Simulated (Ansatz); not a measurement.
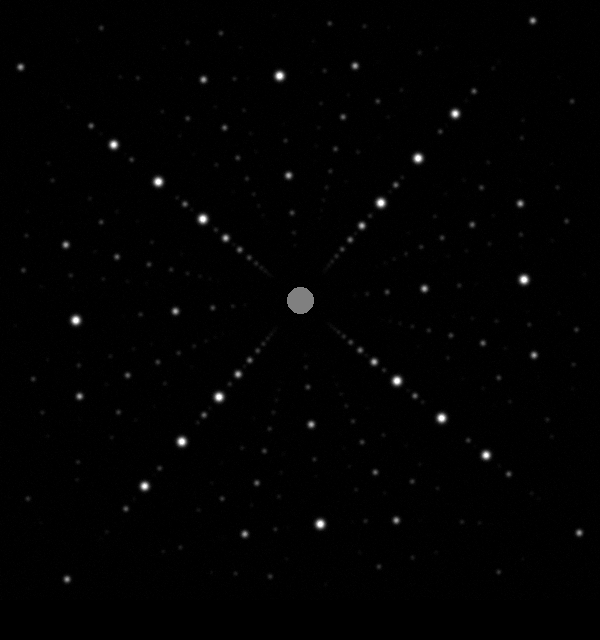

Simulated back-reflection Laue pattern (white X-rays, 0.45 to 2.2 Å, flat plate covering ±45° about the beam, kinematic intensities, seen from the source).

Question: What symmetry does the pattern show?

Answer: 4mm: a fourfold axis with mirror lines.

The crystal is Si, space group Fd-3m (No. 227), a = 5.53 Å. Structure: the input geometry of an electronic-structure calculation (not necessarily at equilibrium).

Question: Which direction points towards the source?

Answer: [001] or one equivalent to it by a rotation of the Laue group. In Laue class m-3m no other family of directions with a member of indices 0 and ±1 has this symmetry.
